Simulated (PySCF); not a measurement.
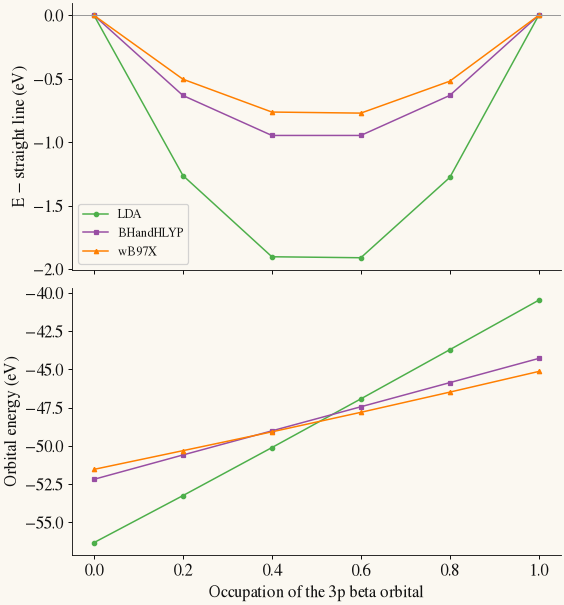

One 3p beta orbital of K²⁺ ([Ne] 3s² 3p⁵) is emptied in steps. The plot gives the energy less the straight line between the integer ends; the lower panel gives the orbital energy. PySCF, def2-SVP, non-relativistic, unrestricted single determinants, no spin-orbit coupling.

> What do the curves say about each method?

LDA: convex (delocalisation error), largest departure −1.9 eV, removal energy 48.48 eV, orbital energy from −40.5 eV when full to −56.3 eV when empty; BHandHLYP: convex (delocalisation error), largest departure −0.95 eV, removal energy 48.23 eV, orbital energy from −44.3 eV when full to −52.2 eV when empty; wB97X: convex (delocalisation error), largest departure −0.77 eV, removal energy 48.41 eV, orbital energy from −45.1 eV when full to −51.5 eV when empty. The NIST semi-empirical removal energy is 45.80 eV. The exact energy is a straight line between whole electron numbers.
